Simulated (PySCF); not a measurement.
System: C2F4 (SMILES FC(F)=C(F)F).

Input file:

```
{"job": {"kind": "nmr", "xc": "PBE0", "basis": "pcSseg-1", "pop": false}, "charge": 0, "multiplicity": 1}
F     -1.605700    -1.165600     0.579600
C     -0.836700    -0.426800    -0.178900
F     -1.481600     0.149300    -1.158100
C      0.456000    -0.127300     0.110000
F      1.108700    -0.607400     1.115500
F      1.235500     0.566300    -0.766700
```

Launched as:

```sh
OMP_NUM_THREADS=1 python probes_run.py task.json out
```

Geometry: GFN2-xTB, MD frame at 250 fs, 300 K.

These are results of PBE0/pcSseg-1, SCF density, gas phase, non-relativistic (PySCF), not measurements.

> Predict the electron density and electron localisation function between the atoms.

C–F (1.29 Å): ρ at the midpoint is about 2.6 e/Å³; the ELF peaks at about 0.85 between the atoms: a shared but strongly polarised pair.
C–C (1.36 Å): the density is about 2.2 e/Å³ at the midpoint; the ELF peaks at about 0.90 between the atoms; localised, covalent bonding.
C–F (1.36 Å): ρ is about 2.2 e/Å³ halfway, with its minimum of 1.8 e/Å³ about 0.5 Å from C; the ELF peaks at about 0.85 between the atoms, as expected for a polar covalent bond.

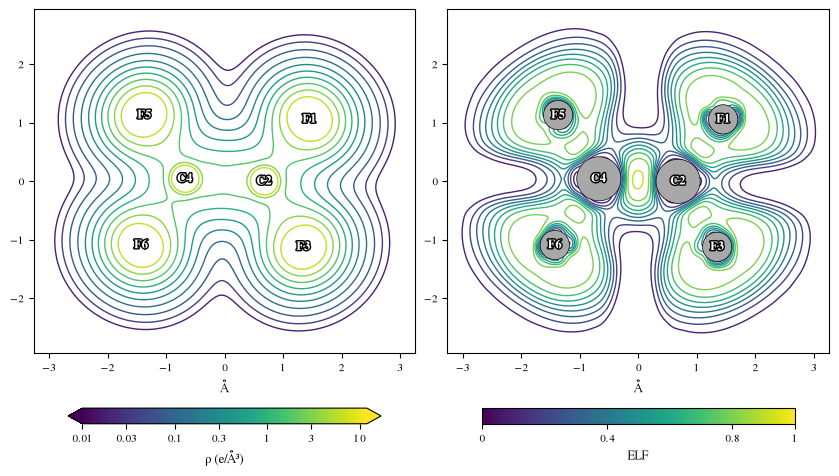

Computed electron density and electron localisation function on the molecular plane, in this order. Grey discs cover the atomic cores in the ELF map. 
